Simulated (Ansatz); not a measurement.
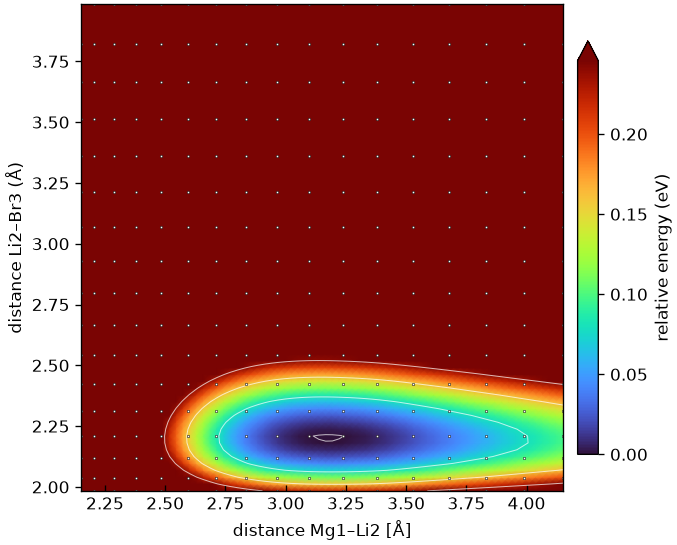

The system Mg + LiBr. First axis: distance Mg1–Li2. Second axis: distance Li2–Br3. Nothing is relaxed (the angle Mg1–Li2–Br3 is fixed at 180 degrees). The grid has 17 × 17 points. Energies are in eV, from the lowest grid point. Theory: RKS PBE0-D4/def2-SVPD (Ansatz 0.2.0).

The picture shows a smooth colour map with a few white contour lines, dots at the grid points, one colour for all values above the top of the scale. Between grid points the surface is interpolated.

Where is the minimum, and how stiff is the well along each coordinate?

The interpolated minimum is at distance Mg1–Li2 ≈ 3.176 Å, distance Li2–Br3 ≈ 2.201 Å. The curvatures there are about 0.41 eV/Å² and 6.9 eV/Å², with a cross term of about 0.05 eV/Å². Round the minimum the two coordinates are nearly uncoupled.
